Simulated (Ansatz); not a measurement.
Given this structure, the input geometry of an electronic-structure calculation (not necessarily at equilibrium); the starting structure was generated, so it need not be a known form of this composition, written in its standard cell:

```
CELL_PARAMETERS angstrom
3.40046 0.00000 0.00000
-1.70023 2.94489 0.00000
0.00000 0.00000 10.91044
ATOMIC_POSITIONS crystal
Lu 0.00000 0.00000 0.00000
Lu 0.00000 0.00000 0.50000
Lu 0.33333 0.66667 0.25000
Lu 0.66667 0.33333 0.75000
```

> Predict the [101] zone-axis pattern (200 kV, kinematic, B = 0.5 Å²).

The spots form a centred rectangular net whose two shortest vectors correspond to d = 2.94 Å and 2.84 Å, 61.1° apart. They are 0 1 0 and 1 0 -1. The pattern has symmetry 2mm. A glide plane extinguishes reflections such as 1 -2 -1, 1 1 -1; reflections such as 3 -3 -3, 3 0 -3 are allowed by the space group but vanish because the atoms sit on special positions; reflections such as 2 -1 -2 are allowed but too weak to see at this display level.

Strongest reflections with d > 0.90 Å, one of each family (|F|² from tabulated Gaussian fits of the electron scattering factors, times a small damping for the curvature of the Ewald sphere):

```
   hkl  d (Å)  I (strongest = 100)
1 0 -1  2.843                  100
2 0 -2  1.422                   88
 0 3 0  0.982                   63
2 1 -2  1.091                   47
 0 1 0  2.945                   35
1 2 -1  1.107                   16
```

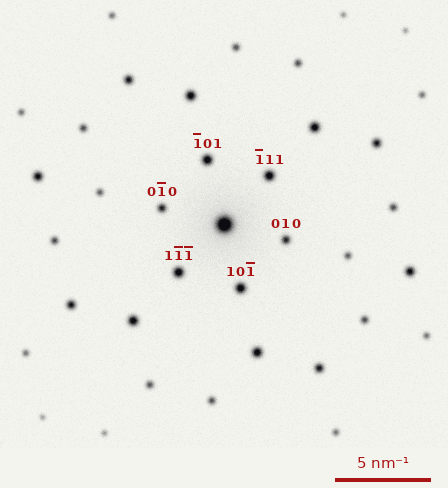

Calculated pattern, seen from the source side with [101] pointing towards the source.
